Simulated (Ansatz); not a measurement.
# Σ3 (111) boundary in fcc Al, starting shift (0, 0.5): structure and resistance, part 2 of 2

Aim: the relaxed structure and the specific resistance of the Σ3 (111) boundary in fcc Al, starting shift (0, 0.5).

Ansatz 0.2.0; Ansatz plane-wave DFT, PBE, PAW files; relaxation of a bicrystal slab with its lowest layers held; PAW set soft_1 (the session's first sound run).

So far. Step 2 (Relaxing the bicrystal): The largest force component on a free atom ends at 0.0069 eV/Å, under the tolerance of 0.03, after 7 steps.

### 3. Transmission across the boundary

This step: Ansatz plane-wave DFT, PBE, PAW files; ballistic transport by layer matching (Landauer), zero bias; boundary relaxed in a short slab, bulk layers laid on; PAW set soft_1 (Ansatz 0.2.0).

System of this step: Σ3 (111) boundary in fcc Al, starting shift (0, 0.5). The cell holds 19 atoms: 19 Al. Cell: a = 2.862 Å, b = 2.862 Å, c = 50.090 Å, α = 90.0°, β = 90.0°, γ = 120.0°. It derives from Al. Regions: lower grain, 8 atoms (8 Al); boundary, 5 atoms (5 Al); upper grain, 6 atoms (6 Al). Vacuum lies along c.

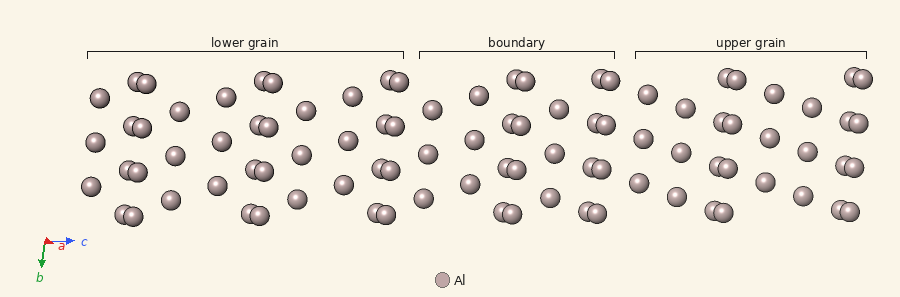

The cell of this step (aluminium light grey). 1×3×1 cells are drawn. Some periodic images of atoms are drawn too.

Input file input.yaml:

```yaml
crystal:
  lattice:
    - [2.862347037, 0.0, 0.0]
    - [-1.4311735185, 2.4788652485, 0.0]
    - [0.0, 0.0, 50.090081086]
  atoms:
    - { symbol: Al, position: [-3.3333333333, -6.6666666666, 0.0798561295] }
    - { symbol: Al, position: [-3.0, -5.9999999999, 0.126514001] }
    - { symbol: Al, position: [-2.6666666667, -5.3333333333, 0.1731718726] }
    - { symbol: Al, position: [-2.3333333333, -4.6666666666, 0.2198297441] }
    - { symbol: Al, position: [-2.0, -4.0, 0.2664876157] }
    - { symbol: Al, position: [-1.6666666667, -3.3333333333, 0.3131454872] }
    - { symbol: Al, position: [-1.3333333334, -2.6666666667, 0.3598033588] }
    - { symbol: Al, position: [-1.0, -2.0, 0.4064612303] }
    - { symbol: Al, position: [0.3333333333, 0.6666666667, 0.4531191019] }
    - { symbol: Al, position: [0.6682933724, 0.3341466862, 0.4997254208] }
    - { symbol: Al, position: [0.0035688719, 0.001784436, 0.5461196493] }
    - { symbol: Al, position: [0.3380096456, 0.6690048228, 0.5933029368] }
    - { symbol: Al, position: [0.0039211113, 0.0019605557, 0.6401966412] }
    - { symbol: Al, position: [-1.329412222, -1.664706111, 0.6868545128] }
    - { symbol: Al, position: [-1.6627455553, -2.3313727777, 0.7335123843] }
    - { symbol: Al, position: [-1.9960788887, -2.9980394443, 0.7801702559] }
    - { symbol: Al, position: [-2.329412222, -3.664706111, 0.8268281274] }
    - { symbol: Al, position: [-2.6627455553, -4.3313727776, 0.873485999] }
    - { symbol: Al, position: [-2.9960788887, -4.9980394443, 0.9201438705] }
kpoints:
  mp_grid: { grid: [10, 10, 1] }
hamiltonian:
  xc: pbe
  pseudopotentials: { kind: paw, azcp: { folder: soft_1 } }
scf:
  occupations: { method: fermi_dirac, width: 0.1 }
output:
  transmission:
    leads: [[5, 6], [14, 15]]
    kmesh: [26, 26]
    e_range: [-0.1, 0.1]
    de: 0.05
  write_potential: true
  write_density: true
  volumetric_format: npy
  elf: true
```

Started as:

```
ansatz run input.yaml --threads 4 --pin off --max-ram 15360MiB --backend cpu --events-out ev --progress --plain --runs-dir out
```

Numbers of over 12 decimals in the logs are rounded to 6 here.

Output:

```text
[...]
Crystal: 19 atoms, lattice volume = 355.408 Å³
Basis set: ecut = 420 eV, 6983 PW (Γ)
Bands: 48, of which v1, the nominal top of the filled ones, is band 29 counted from 1 (28 counted from 0)
Symmetry: 2 space group operations
[...]
k-points: 31 of 100 (time reversal used)
[...]
SCF iter   1: F=—  HF=-10213.070384 eV  |F-HF|=—  |Δ(HF+E_count)|=         —  Δρ=2.25e-2  dr2=2.47e1  ethr=3.10e-3  ⟨swp⟩=10.4  Hψ=9059  notcnv=0  defer=26
[...]
SCF iter   8: F=-10211.875343 eV  HF=-10211.875343 eV  |F-HF|=3.84e-8  |Δ(HF+E_count)|=   1.70e-7  Δρ=1.56e-6  dr2=5.24e-8  ethr=1.75e-10  ⟨swp⟩=21.4  Hψ=8542  notcnv=0
SCF 1 converged in 8 iterations: F = -10211.875343 eV  dr2 = 5.24e-8
[...]
transmission: 624 of 6222 steps passed
transmission: 1252 of 6222 steps passed
[...]
transmission: 6222 of 6222 steps passed
WARN: The input density's exchange-correlation potential varies sharply where the density is thin. Do not read a vacuum level from v_tot or v_xc, or from such a field of the output density. On a cell that repeats whose density bears no net charge and no dipole along the vacuum's axis use v_es (v_loc + v_h of the components); under efield.dipole_correction with no amplitude use v_es + v_field, which holds any external [...]
SCF converged after 8 iterations
Free energy (F): -10211.875343 eV
[...]
Internal energy: -10211.583081 eV  (E = F + TS)
E sigma→0 (E₀):  -10211.729212 eV
Entropy (-TS):   -0.292262 eV (-15.382 meV/atom)
Fermi energy:    6.617043 eV
[...]
--- Band table (eV; the first three rows and the last of 31) ---
  k-point 0: bands = [... 25 lower, 6.7675, 7.5218, 8.3868, 8.9877, 10.0246, 10.2078, 11.5993, 11.6489, ... 15 higher]
  k-point 1: bands = [... 25 lower, 6.9841, 7.7365, 8.5957, 9.1998, 10.2217, 10.4167, 11.7762, 11.8251, ... 15 higher]
  k-point 2: bands = [... 25 lower, 7.5988, 8.3248, 9.1089, 9.6397, 10.2269, 10.3767, 10.5030, 10.5504, ... 15 higher]
  k-point 30: bands = [... 25 lower, 4.4089, 4.7299, 5.0139, 5.2828, 5.3697, 5.7729, 5.8288, 6.3113, ... 15 higher]
--- Transmission ---
  basis      : 61 plane waves across, 34 finite elements along
  points     : 183, standing for a mesh of 26 x 26
  energies   : 5 from -0.100000 to 0.100000 eV about the Fermi level, 0.050000 eV apart; the leads are filled to 0.000000 eV, and channels, transmission and decay are at 0.000000 eV
  crystal 0  : Al1, at the sites [5, 6], period 2.3371 Å, over 23.37 Å; its Hamiltonian steps by up to 15.1 meV
    offset         : up to 0.0000 Å between an atom of the period and one for which it stands
    channels       : 1.359467e0 a spin
    conductance    : none, the energies end too early or step too widely for 300 K: set another output.transmission.e_range or a lower de, or, where they end at an eighth of basis.ecutwfc, a higher one
    slowest decay  : 0.0217 /Å at (0.3077, 0.3462)
[...]
channels       : 1.359467e0 a spin
[...]
slowest decay  : 0.0238 /Å at (0.3077, 0.3462)
  junction   : crystal 0 to crystal 1, 15.22 to 37.21 Å
    transmission   : 1.155303e0 a spin
[...]
```

Elapsed: 53 s, on 4 threads of Arm Neoverse V1, shared host; peak memory 0.88 GiB.

This step gave:

* free energy: -10211.8753 eV
* energy at zero smearing: -10211.7292 eV
* Fermi energy: 6.617 eV
* cell area: 7.095 Å²
* transmission per spin nearest the Fermi level: 1.155
* open channels per spin nearest the Fermi level: 1.359
* open channels per spin, upper lead: 1.359
* step of the lead's potential: 15.1 meV
* step of the upper lead's potential: 6.1 meV

Per spin. Table of transmission, zone mean by energy, zero at the Fermi level:

```tsv
energy (eV)	transmission, zone mean
-0.1000	1.12
-0.0500	1.14
0.0000	1.16
0.0500	1.17
0.1000	1.18
```

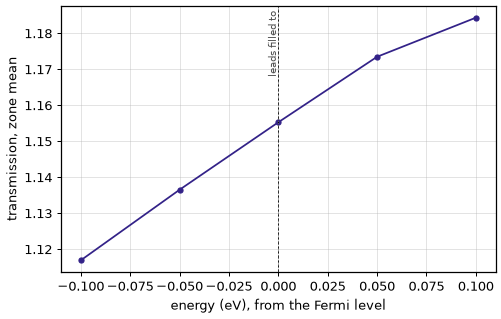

Transmission, zone mean against energy.

Per spin. The open channels, zone mean, lead = upper lead by energy, zero at the Fermi level:

```tsv
energy (eV)	open channels, zone mean, lead = upper lead
-0.1000	1.32
-0.0500	1.34
0.0000	1.36
0.0500	1.37
0.1000	1.39
```

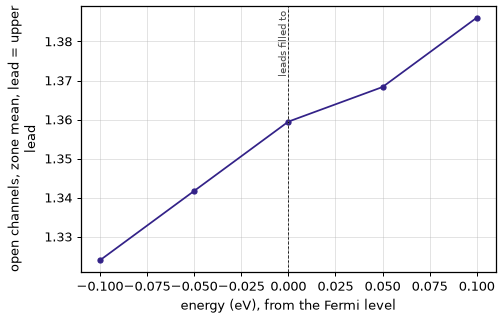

Open channels, zone mean, lead = upper lead against energy.

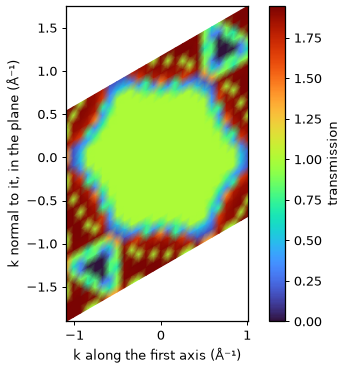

Transmission over k1 and k2. At 0.0000 eV from the Fermi level.

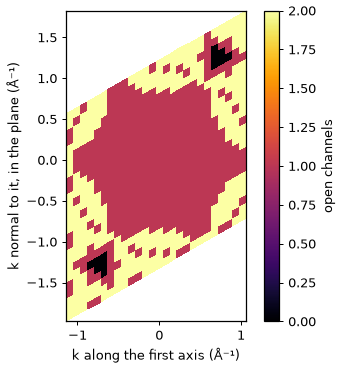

Open channels over k1 and k2. At 0.0000 eV from the Fermi level.

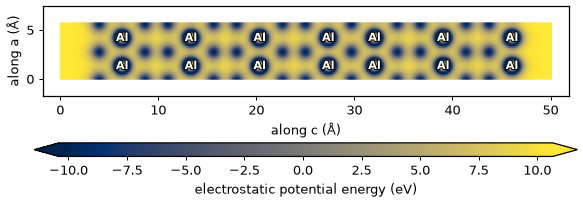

Electrostatic potential energy in the ca plane at fractional y = 0.000, with atoms of Al within 0.2 Å of it. With pseudopotentials it is smooth inside the atoms' cores, unlike the true potential. The map starts off the cell's origin, so that atoms lie inside it.

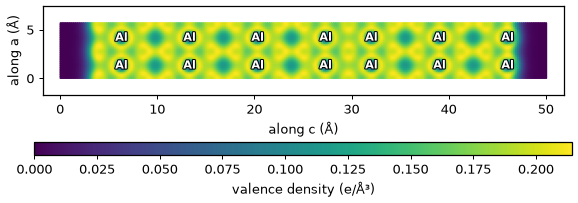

Valence density in the ca plane at fractional y = 0.000, with atoms of Al within 0.2 Å of it. It is the smooth field of the valence electrons, not physical close to the nuclei. The map starts off the cell's origin, so that atoms lie inside it.

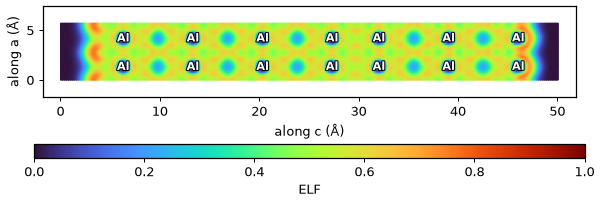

ELF in the ca plane at fractional y = 0.000, with atoms of Al within 0.2 Å of it. It is the smooth field of the valence electrons, not physical close to the nuclei. The map starts off the cell's origin, so that atoms lie inside it.

Over the solved energies the transmission per spin lies between 1.12 and 1.18, out of 1.36 channels of the lead on average (up to 1.39).

### 4. Specific resistance

This step: Ansatz plane-wave DFT, PBE, PAW files; ballistic transport by layer matching (Landauer), zero bias; specific resistance of the boundary; PAW set soft_1 (Ansatz 0.2.0).

This step gave:

```
area resistance                      : 0.1186 fΩ m²
T over the leads' mean channel count : 0.8506
```

Averaged over the energies near the Fermi level, 85.1 % of the channels pass, which makes 0.119 fΩ m².

By hand, with T and the leads' channels N averaged over the energies near the Fermi level: RA = A (h/2e²)(1/T − ½[1/N₁ + 1/N₂]) = 7.095×10⁻²⁰ m² × 12 906 Ω × (1/1.153 − ½[1/1.356 + 1/1.356]) = 0.119 fΩ m².

### 5. Single-crystal slab for reference

This step: Ansatz plane-wave DFT, PBE, PAW files; relaxation of a single-crystal slab with its lowest layers held; PAW set soft_1 (Ansatz 0.2.0).

System of this step: Al slab, plane (1, 1, 1). The cell holds 8 atoms: 8 Al. Its edges and angles: a = 2.862 Å, b = 2.862 Å, c = 27.360 Å, α = 90.0°, β = 90.0°, γ = 120.0°. It derives from Al. Vacuum lies along c.

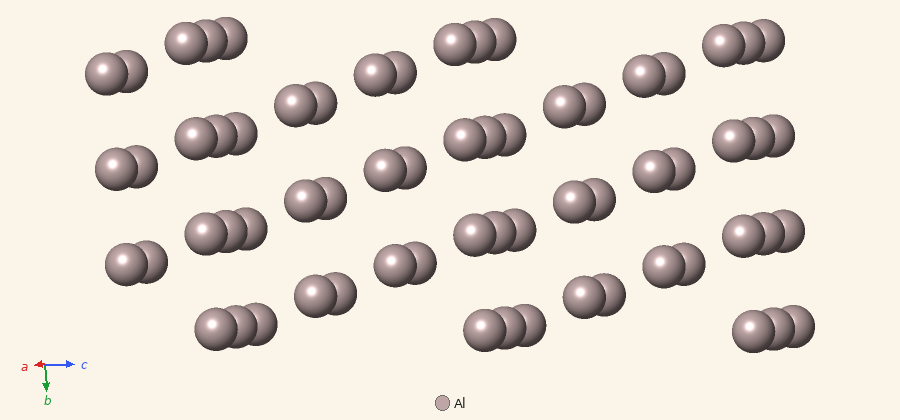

The cell of this step (aluminium light grey). 2×3×1 cells are drawn. Some periodic images of atoms are drawn too.

Input file input.yaml:

```yaml
crystal:
  lattice:
    - [2.862347037, 0.0, 0.0]
    - [-1.4311735185, 2.4788652485, 0.0]
    - [0.0, 0.0, 27.3596759844]
  atoms:
    - { symbol: Al, position: [0.6666666667, 0.3333333334, 0.1827507023] }
    - { symbol: Al, position: [0.0, 1.0e-10, 0.2681719101] }
    - { symbol: Al, position: [0.3333333334, 0.6666666667, 0.353593118] }
    - { symbol: Al, position: [0.6666666667, 0.3333333334, 0.4390143258] }
    - { symbol: Al, position: [0.0, 0.0, 0.5244355337] }
    - { symbol: Al, position: [0.3333333333, 0.6666666667, 0.6098567416] }
    - { symbol: Al, position: [0.6666666667, 0.3333333333, 0.6952779494] }
    - { symbol: Al, position: [0.0, 0.0, 0.7806991573] }
kpoints:
  mp_grid: { grid: [9, 9, 1] }
hamiltonian:
  xc: pbe
  pseudopotentials: { kind: paw, azcp: { folder: soft_1 } }
scf:
  occupations: { method: fermi_dirac, width: 0.1 }
relax:
  f_tol: 0.03
  max_steps: 80
  constraints: [{ sites: [0, 1] }]
```

Output:

```text
Warning: crystal.symmetry: narrowed to the stabiliser of the relax constraints — unitary ops 12 → 6; lowered at sites 0, 1, 6, 7 (the operations that carried what is held of a site onto what its image site leaves free; the constrained walk keeps no symmetry that its constraints do not admit)
[...]
Crystal: 8 atoms, lattice volume = 194.127 Å³
Basis set: ecut = 420 eV, 3823 PW (Γ), exchange–correlation on 40×40×384 points (8 copies of the dense FFT grid, shifted against one another)
Bands: 20, of which v1, the nominal top of the filled ones, is band 12 counted from 1 (11 counted from 0)
Symmetry: 6 space group operations
k-points: 12 of 81 (time reversal used)
[...]
SCF iter   1: F=—  HF=-4300.094595 eV  |F-HF|=—  |Δ(HF+E_count)|=         —  Δρ=2.14e-2  dr2=1.19e1  ethr=3.10e-3  ⟨swp⟩=9.6  Hψ=1727  notcnv=0  defer=1
[...]
SCF iter   6: F=-4299.283476 eV  HF=-4299.283478 eV  |F-HF|=2.63e-6  |Δ(HF+E_count)|=   1.28e-6  Δρ=2.00e-5  dr2=3.57e-6  ethr=9.38e-8  ⟨swp⟩=5.0  Hψ=838  notcnv=0
SCF 1 converged in 6 iterations: F = -4299.283476 eV  dr2 = 3.57e-6
[...]
relax step   1: F+E_penalty+E_count = -4299.28347571 eV  Δ(F+E_penalty+E_count) = +0.000e0 eV  max|allowed force component| = 1.103e-1 eV/Å  Δτ_max = 0.0000 Å  (6 SCF iters, dr2 threshold 2.25e-5 eV, accepted)
[...]
SCF iter   6: F=-4299.285902 eV  HF=-4299.285902 eV  |F-HF|=1.66e-8  |Δ(HF+E_count)|=   1.74e-8  Δρ=1.44e-6  dr2=2.02e-8  ethr=4.17e-10  ⟨swp⟩=5.0  Hψ=762  notcnv=0
SCF 2 converged in 6 iterations: F = -4299.285902 eV  dr2 = 2.02e-8
[...]
relax step   2: F+E_penalty+E_count = -4299.28590180 eV  Δ(F+E_penalty+E_count) = -2.426e-3 eV  max|allowed force component| = 4.607e-2 eV/Å  Δτ_max = 0.0532 Å  (6 SCF iters, accepted)
SCF iter   1: F=—  HF=-4299.286167 eV  |F-HF|=—  |Δ(HF+E_count)|=         —  Δρ=1.60e-4  dr2=9.64e-4  ethr=4.24e-5  ⟨swp⟩=2.8  Hψ=554  notcnv=0  defer=13
[...]
SCF iter   5: F=-4299.286114 eV  HF=-4299.286114 eV  |F-HF|=1.29e-9  |Δ(HF+E_count)|=   1.74e-8  Δρ=6.72e-7  dr2=2.06e-9  ethr=4.17e-10  ⟨swp⟩=4.6  Hψ=751  notcnv=0
SCF 3 converged in 5 iterations: F = -4299.286114 eV  dr2 = 2.06e-9
relax step   3: F+E_penalty+E_count = -4299.28611361 eV  Δ(F+E_penalty+E_count) = -2.118e-4 eV  max|allowed force component| = 2.841e-3 eV/Å  Δτ_max = 0.0065 Å  (5 SCF iters, accepted)
SCF converged after 5 iterations
Free energy (F): -4299.286114 eV
[...]
Internal energy: -4299.177351 eV  (E = F + TS)
E sigma→0 (E₀):  -4299.231732 eV
Entropy (-TS):   -0.108763 eV (-13.595 meV/atom)
Fermi energy:    4.129855 eV
[...]
--- Forces (eV/Å), atoms counted from 1 ---
  atom   1  Al     0.00000000    -0.00000000    -0.10889170
  atom   2  Al     0.00000000    -0.00000000     0.10883343
  atom   3  Al     0.00000000     0.00000000    -0.00096493
  atom   4  Al     0.00000000    -0.00000000     0.00042764
  atom   5  Al     0.00000000     0.00000000    -0.00072744
  atom   6  Al     0.00000000     0.00000000    -0.00284065
  atom   7  Al    -0.00000000     0.00000000     0.00236730
  atom   8  Al     0.00000000     0.00000000     0.00179653
  max |Σ_I F_I| component: 1.96e-7 eV/Å
--- Relaxed structure (3 steps of the walk, 3 accepted, 0 SCFs on fresh bases) ---
  F+E_penalty+E_count = -4299.28611361 eV   max|allowed force component| = 2.841e-3 eV/Å
  atoms:
    - { symbol: Al, position: [0.666667, 0.333333, 0.182750702275] }
    - { symbol: Al, position: [4.224111952157742e-18, -1.1026942797552677e-17, 0.268171910125] }
    - { symbol: Al, position: [0.333333, 0.666667, 0.353712] }
    - { symbol: Al, position: [0.666667, 0.333333, 0.438937] }
    - { symbol: Al, position: [-5.038274004184678e-18, -2.263994997381208e-18, 0.524427] }
    - { symbol: Al, position: [0.333333, 0.666667, 0.609629] }
    - { symbol: Al, position: [0.666667, 0.333333, 0.695399] }
[...]
```

It took 2.5 s on 4 threads; peak memory 0.4 GiB.

The steps of the relaxation:

```tsv
step	energy less that of the first step (eV)	largest force component (eV/Å)
1	0.0000	0.1103
2	-0.0024	0.0461
3	-0.0026	0.0028
```

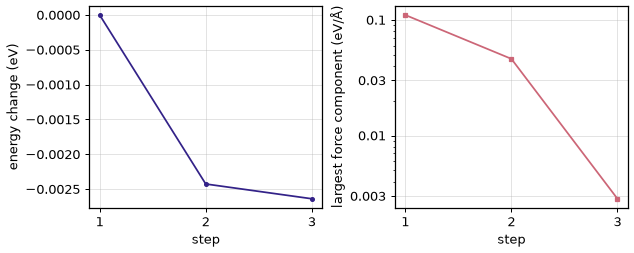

Energy and largest force along the relaxation.

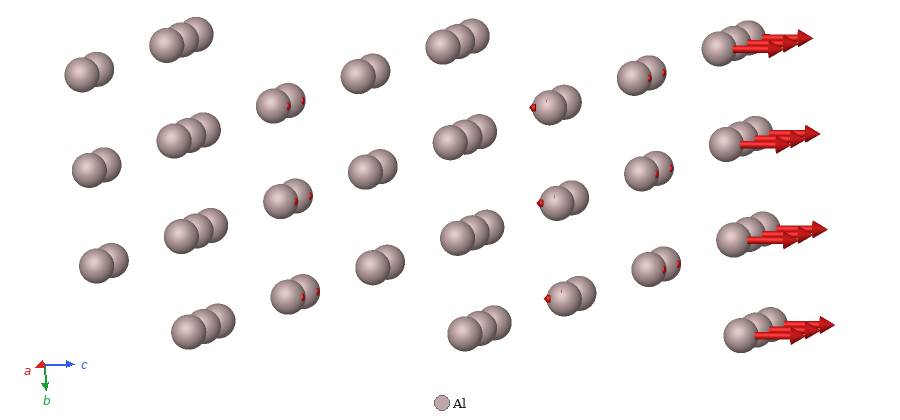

Displacements in the relaxation, exaggerated; the longest in the cell stands for 0.05 Å. 2×3×1 cells are drawn. Some periodic images of atoms are drawn too.

The atoms that moved most (Å):

```tsv
atom	dx	dy	dz	length
Al8	0.000	0.000	0.048	0.048
Al6	0.000	0.000	-0.006	0.006
```

The relaxed structure:

```xyz
8
Lattice="2.8623 0.0000 0.0000 -1.4312 2.4789 0.0000 0.0000 0.0000 27.3597" Properties=species:S:1:pos:R:3
Al    1.4312    0.8263    5.0000
Al    0.0000    0.0000    7.3371
Al    0.0000    1.6526    9.6774
Al    1.4312    0.8263   12.0092
Al    0.0000    0.0000   14.3482
Al    0.0000    1.6526   16.6793
Al    1.4312    0.8263   19.0259
Al    0.0000    0.0000   21.4081
```

This step gave:

| Item | Value |
| --- | --- |
| free energy | -4299.2861 eV |
| energy at zero smearing | -4299.2317 eV |
| Fermi energy | 4.130 eV |

The largest force component on a free atom ends at 0.0028 eV/Å, under the tolerance of 0.03, after 3 steps.

### 6. Bulk reference

This step: Ansatz plane-wave DFT, PBE, PAW files; bulk reference; PAW set soft_1 (Ansatz 0.2.0).

System of this step: Al. Symmetry: Fm-3m, No. 225, cubic system. Conventional cell: a = 4.048 Å, b = 4.048 Å, c = 4.048 Å, α = 90.00°, β = 90.00°, γ = 90.00°. Nearest to Al lie 12 Al at 2.86 Å.

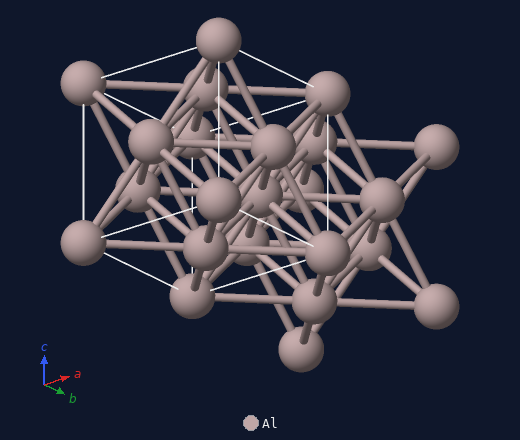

The cell of this step (aluminium light grey). 1×2×1 conventional cells are drawn. Some periodic images of atoms are drawn too.

input.yaml, the sections that differ from step 5:

```yaml
crystal:
  lattice:
    - [0.0, 2.023985, 2.023985]
    - [2.023985, 0.0, 2.023985]
    - [2.023985, 2.023985, 0.0]
  atoms:
    - { symbol: Al, position: [0.0, 0.0, 0.0] }
kpoints:
  mp_grid: { grid: [18, 18, 18] }
# hamiltonian, scf: as in step 5
# relax: removed
```

Output:

```text
[...]
Crystal: 1 atoms, lattice volume = 16.583 Å³
Basis set: ecut = 420 eV, 331 PW (Γ)
Bands: 6, of which v1, the nominal top of the filled ones, is band 2 counted from 1 (1 counted from 0)
Symmetry: 48 space group operations
[...]
k-points: 195 of 5832
[...]
SCF iter   1: F=—  HF=-537.541617 eV  |F-HF|=—  |Δ(HF+E_count)|=         —  Δρ=2.25e-2  dr2=8.96e-2  ethr=3.10e-3  ⟨swp⟩=4.3  Hψ=9770  notcnv=0
[...]
SCF iter   5: F=-537.508360 eV  HF=-537.508360 eV  |F-HF|=7.58e-11  |Δ(HF+E_count)|=   4.82e-8  Δρ=1.70e-6  dr2=2.71e-10  ethr=2.71e-9  ⟨swp⟩=1.0  Hψ=2876  notcnv=0
SCF 1 converged in 5 iterations: F = -537.508360 eV  dr2 = 2.71e-10
[...]
SCF converged after 5 iterations
Free energy (F): -537.508360 eV
[...]
Internal energy: -537.493812 eV  (E = F + TS)
E sigma→0 (E₀):  -537.501086 eV
Entropy (-TS):   -0.014548 eV (-14.548 meV/atom)
Fermi energy:    7.869441 eV
[...]
```

Wall time 0.37 s (4 threads); peak memory 0.25 GiB.

Numbers from this step:

| Item | Value |
| --- | --- |
| free energy | -537.5084 eV |
| energy at zero smearing | -537.5011 eV |
| Fermi energy | 7.869 eV |

### 7. Boundary energy

This step: Ansatz plane-wave DFT, PBE, PAW files; bicrystal less single-crystal slab less bulk atoms, a boundary area; PAW set soft_1 (Ansatz 0.2.0).

Numbers from this step:

```yaml
excess_energy_of_the_cell: 0.02087 eV
boundary_energy: 0.04713 J/m²
```

The boundary costs 0.047 J/m².

By hand: 0.0209 eV / 7.095 Å² × 16.02 = 0.0471 J/m².

### 8. Results

```yaml
specific_resistance_of_the_boundary: 0.119 fΩ m²
share_of_channels_that_pass: 0.851
boundary_energy: 0.0471 J/m²
```

In words: The boundary has a specific resistance of 0.12 fΩ m² and an energy of 0.047 J/m². The boundary reflects 15 % of the channels; 0.12 fΩ m² is 1.2×10⁻¹² Ω·cm². That equals the resistance of 4.3 nm of bulk Al at 300 K (measured 2.733 µΩ cm, CRC Handbook of Chemistry and Physics, 84th ed., 2003, Electrical Resistivity of Pure Metals). In the relaxation the upper grain slid sideways by about 0.8 Å, so the result belongs to the position that it found, not to the starting one. For this plane that is the coherent twin.

[Logs are printed without paths, hosts, clocks, repeated set-up lines and the standing remarks that a program may print on its own settings, such as how far it seeks lower states.]

[Hosts, paths, dates, database ids (printed as entryN), source tags and the programs' standing remarks are cut or masked in the printed files.]
